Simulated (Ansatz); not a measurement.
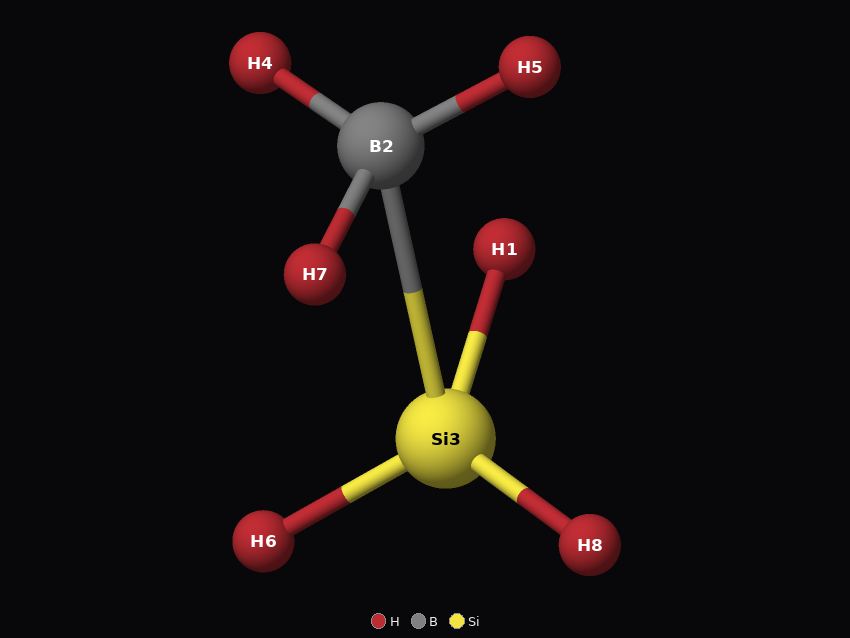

The species is neutral and a spin doublet. Sticks follow a distance rule. Harmonic vibrations computed with UKS PBE0-D4/def2-TZVP (Ansatz 0.2.0) at a stationary point of the same level.

### Is this a minimum or a saddle point?

A first-order saddle point: one imaginary frequency, 1020i cm⁻¹.

### How many vibrational modes are there, and where do they lie?

18 modes: 1020i, 85, 365, 383, 451, 628, 695, 882, 894, 930, 1072, 1147, 2222, 2299, 2323, 2375, 2591, 2680 cm⁻¹.
